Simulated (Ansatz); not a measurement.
The starting structures come from a database of crystals and need not be the phases stable at ambient conditions.

 Where the default PAW files enter, the runs use the earlier of Ansatz's two default sets.

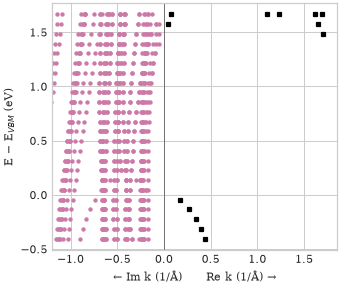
Complex bands at the centre of the two-dimensional zone; PBEsol (Ansatz, a program for electronic structure)

No gap correction and no spin-orbit coupling; mid-gap values are interpolated between computed energies.

Task: This is GaS (P6_3/mmc, not sure to be the ambient phase, 8 atoms a cell, 21.6 Å³ an atom) along the normal of (110). Read off the slowest decay at the centre of the two-dimensional zone at 0.77 eV, the computed energy nearest the middle of the gap.

Result: κ ≈ 0.16 1/Å, a decay length 1/(2κ) of the density of 3.2 Å.
